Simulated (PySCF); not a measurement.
# HF/aug-cc-pVDZ (density fitting with def2-universal-jkfit) run of BSiN2H9 (SMILES N[SiH2][BH2-][NH3+])

Aim: the vertical ionisation energy of BSiN2H9 at HF/aug-cc-pVDZ (density fitting with def2-universal-jkfit), from 2 runs. 

The calculation is run with PySCF 2.14.0.

2 further runs of the same task are left out: 2 set aside as unsound or not needed.

## (1) The structure to begin with

BSiN2H9: 13 atoms, total charge 0, spin state singlet. As SMILES, `N[SiH2][BH2-][NH3+]`. The coordinates come from a GFN2-xTB relaxation. This is one conformer, not always the lowest.

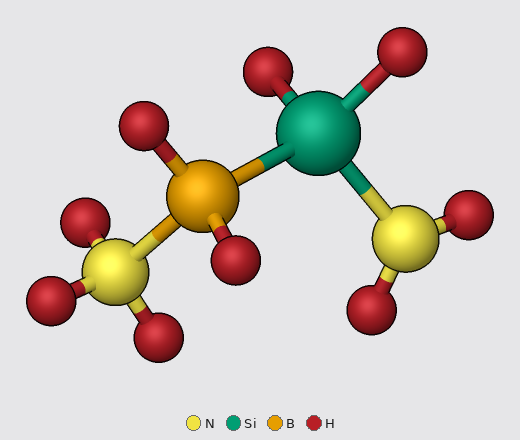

The structure, seen from a chosen angle (nitrogen yellow, silicon teal, boron amber, hydrogen red).

## (2) A single-point energy at HF/aug-cc-pVDZ (density fitting with def2-universal-jkfit)

Input file calc.py:

```python
# N[SiH2][BH2-][NH3+]
from pyscf import gto, scf

system = gto.Mole()
system.atom = '''
N     -3.684002     1.018355    -0.685857
Si    -1.407430    -1.264094    -1.410945
B      1.198445    -1.469716     1.242419
N      2.838898     1.213110     1.164279
H     -5.122462     1.247408    -1.910192
H     -3.140139     2.732034    -0.062361
H     -0.309462    -0.592108    -3.956350
H     -3.022182    -3.448864    -2.021043
H      0.434316    -1.601921     3.360821
H      2.741520    -3.073980     0.848393
H      4.286711     1.120929     2.417697
H      1.668553     2.657938     1.624106
H      3.517215     1.460928    -0.610967
'''
system.verbose = 4
system.spin = 0
system.basis = 'aug-cc-pvdz'
system.unit = 'bohr'
system.charge = 0
system.max_memory = 1860
system.build()

myscf = scf.RHF(system)
myscf = myscf.density_fit(auxbasis='def2-universal-jkfit')
myscf.conv_tol = 1e-10
myscf.kernel()
if not myscf.converged:
    myscf = myscf.newton().run(myscf.mo_coeff, myscf.mo_occ)

energy = myscf.e_tot
print(f'total energy: {energy:.8f} hartree')
```

Run with:

```sh
$ OMP_NUM_THREADS=1 python calc.py
```

Output:

```text
PySCF version 2.14.0

[INPUT] num. atoms = 13
[INPUT] num. electrons = 42
[INPUT] charge = 0
[INPUT] spin (= nelec alpha-beta = 2S) = 0
[INPUT] symmetry False subgroup None
[INPUT] Mole.unit = bohr
[INPUT] Symbol           X                Y                Z      unit          X                Y                Z       unit  Magmom
[INPUT]  1 N     -1.949489903384   0.538890258626  -0.362939894350 AA   -3.684002000000   1.018355000000  -0.685857000000 Bohr   0.0
[INPUT]  2 Si    -0.744779881965  -0.668929737261  -0.746639939862 AA   -1.407430000000  -1.264094000000  -1.410945000000 Bohr   0.0
[INPUT]  3 B      0.634189782541  -0.777740213724   0.657459821214 AA    1.198445000000  -1.469716000000   1.242419000000 Bohr   0.0
[INPUT]  4 N      1.502280125726   0.641950166339   0.616109913953 AA    2.838898000000   1.213110000000   1.164279000000 Bohr   0.0
[INPUT]  5 H     -2.710690154204   0.660099886319  -1.010830074882 AA   -5.122462000000   1.247408000000  -1.910192000000 Bohr   0.0
[INPUT]  6 H     -1.661689997921   1.445730132259  -0.033000020050 AA   -3.140139000000   2.732034000000  -0.062361000000 Bohr   0.0
[INPUT]  7 H     -0.163760238046  -0.313330060003  -2.093610258423 AA   -0.309462000000  -0.592108000000  -3.956350000000 Bohr   0.0
[INPUT]  8 H     -1.599269841653  -1.825060232362  -1.069489897889 AA   -3.022182000000  -3.448864000000  -2.021043000000 Bohr   0.0
[INPUT]  9 H      0.229830129538  -0.847700086894   1.778469883181 AA    0.434316000000  -1.601921000000   3.360821000000 Bohr   0.0
[INPUT] 10 H      1.450749907281  -1.626680162824   0.448950241504 AA    2.741520000000  -3.073980000000   0.848393000000 Bohr   0.0
[INPUT] 11 H      2.268429771000   0.593170081859   1.279390155310 AA    4.286711000000   1.120929000000   2.417697000000 Bohr   0.0
[INPUT] 12 H      0.882960222812   1.406520217638   0.859439883318 AA    1.668553000000   2.657938000000   1.624106000000 Bohr   0.0
[INPUT] 13 H      1.861230023906   0.773089804395  -0.323309813024 AA    3.517215000000   1.460928000000  -0.610967000000 Bohr   0.0

nuclear repulsion = 169.84035315481
number of shells = 77
number of NR pGTOs = 254
number of NR cGTOs = 177
basis = aug-cc-pvdz
ecp = {}

******** <class 'pyscf.df.df_jk.DFRHF'> ********
method = DFRHF
initial guess = minao
damping factor = 0
level_shift factor = 0
DIIS = <class 'pyscf.scf.diis.CDIIS'>
diis_start_cycle = 1
diis_space = 8
diis_damp = 0
SCF conv_tol = 1e-10
SCF conv_tol_grad = None
SCF max_cycles = 50
direct_scf = False
Set gradient conv threshold to 1e-05
Initial guess from minao.
******** <class 'pyscf.df.df.DF'> ********
auxbasis = def2-universal-jkfit
init E= -428.028492849298
  HOMO = -0.261665105706788  LUMO = 0.0149960799872844  gap/eV = 7.52833
cycle= 1 E= -427.714855817845  delta_E= 0.314  |g|= 0.433  |ddm|=  4.4
  HOMO = -0.329198417944766  LUMO = 0.0028796916299183  gap/eV = 9.03631
cycle= 2 E= -427.775148463769  delta_E= -0.0603  |g|= 0.174  |ddm|= 1.02
  HOMO = -0.354018323325137  LUMO = 0.0143875139946337  gap/eV = 10.02483
cycle= 3 E= -427.782576427263  delta_E= -0.00743  |g|= 0.0563  |ddm|= 0.325
  HOMO = -0.352403281603569  LUMO = 0.0166116973535586  gap/eV = 10.04141
cycle= 4 E= -427.783631175472  delta_E= -0.00105  |g|= 0.0098  |ddm|= 0.152
  HOMO = -0.352514136940766  LUMO = 0.0163552158097686  gap/eV = 10.03745
cycle= 5 E= -427.783677345151  delta_E= -4.62e-05  |g|= 0.00306  |ddm|= 0.0409
  HOMO = -0.35265947896872  LUMO = 0.0163819896555379  gap/eV = 10.04213
cycle= 6 E= -427.783682540961  delta_E= -5.2e-06  |g|= 0.00104  |ddm|= 0.0103
  HOMO = -0.35277288622545  LUMO = 0.0164037793905365  gap/eV = 10.04581
cycle= 7 E= -427.783683093111  delta_E= -5.52e-07  |g|= 0.000304  |ddm|= 0.00384
  HOMO = -0.352745748677752  LUMO = 0.0164215936661827  gap/eV = 10.04556
cycle= 8 E= -427.783683146402  delta_E= -5.33e-08  |g|= 6.45e-05  |ddm|= 0.00112
  HOMO = -0.352758724872372  LUMO = 0.0164210249921775  gap/eV = 10.04589
cycle= 9 E= -427.783683149451  delta_E= -3.05e-09  |g|= 1.78e-05  |ddm|= 0.000336
  HOMO = -0.352755923394072  LUMO = 0.0164217122772841  gap/eV = 10.04584
cycle= 10 E= -427.783683149702  delta_E= -2.51e-10  |g|= 5.13e-06  |ddm|= 6.79e-05
  HOMO = -0.352755900707107  LUMO = 0.0164216177135197  gap/eV = 10.04583
cycle= 11 E= -427.783683149728  delta_E= -2.55e-11  |g|= 1.31e-06  |ddm|= 2.26e-05
  HOMO = -0.35275587517576  LUMO = 0.0164216055454238  gap/eV = 10.04583
Extra cycle  E= -427.783683149732  delta_E= -4.55e-12  |g|= 6.05e-07  |ddm|= 4.73e-06
converged SCF energy = -427.783683149732
total energy: -427.78368315 hartree
```

Wall time 3.3 s (1 thread of Arm Neoverse V2, shared host); peak memory 0.23 GiB.

## (3) The doublet cation

Input file run.py:

```python
from pyscf import gto, scf

mol = gto.M(
    atom='''
N     -3.684002     1.018355    -0.685857
Si    -1.407430    -1.264094    -1.410945
B      1.198445    -1.469716     1.242419
N      2.838898     1.213110     1.164279
H     -5.122462     1.247408    -1.910192
H     -3.140139     2.732034    -0.062361
H     -0.309462    -0.592108    -3.956350
H     -3.022182    -3.448864    -2.021043
H      0.434316    -1.601921     3.360821
H      2.741520    -3.073980     0.848393
H      4.286711     1.120929     2.417697
H      1.668553     2.657938     1.624106
H      3.517215     1.460928    -0.610967
''',
    basis='aug-cc-pvdz',
    spin=1,
    unit='bohr',
    charge=1,
    max_memory=1860,
    verbose=3,
)

calc0 = scf.UHF(mol)
calc0 = calc0.density_fit(auxbasis='def2-universal-jkfit')
calc0.conv_tol = 1e-10
calc0.kernel()
if not calc0.converged:
    calc0 = calc0.newton().run(calc0.mo_coeff, calc0.mo_occ)

energy = calc0.e_tot
print('E(%s) = %.9f' % ('HF', energy))
```

Run with:

```sh
$ OMP_NUM_THREADS=1 python run.py
```

Output:

```text
converged SCF energy = -427.47451360494  <S^2> = 0.79312115  2S+1 = 2.0426661
E(HF) = -427.474513605
```

Wall time 10 s (1 thread of Arm Neoverse V2, shared host); peak memory 0.28 GiB.

## (4) Outcome

Level: HF/aug-cc-pVDZ (density fitting with def2-universal-jkfit).

| quantity | value |
| --- | --- |
| singlet BSiN2H9: total energy | -427.78368 Eh |
| singlet BSiN2H9: dipole moment | 5.95 D |
| singlet BSiN2H9: HOMO energy | -9.60 eV |
| singlet BSiN2H9: LUMO energy | 0.45 eV |
| singlet BSiN2H9: HOMO–LUMO gap | 10.05 eV |
| doublet cation: total energy | -427.47451 Eh |
| doublet cation: HOMO energy (highest over α and β) | -14.45 eV |
| doublet cation: LUMO energy (lowest over α and β) | -7.24 eV |
| doublet cation: ⟨S²⟩ | 0.793 |
| vertical ionisation energy (to the doublet cation) | 8.413 eV |

In words: Removing an electron at fixed nuclei costs 8.41 eV (194 kcal/mol). The negative HOMO energy of the first species, 9.60 eV, lies 1.19 eV above that difference.
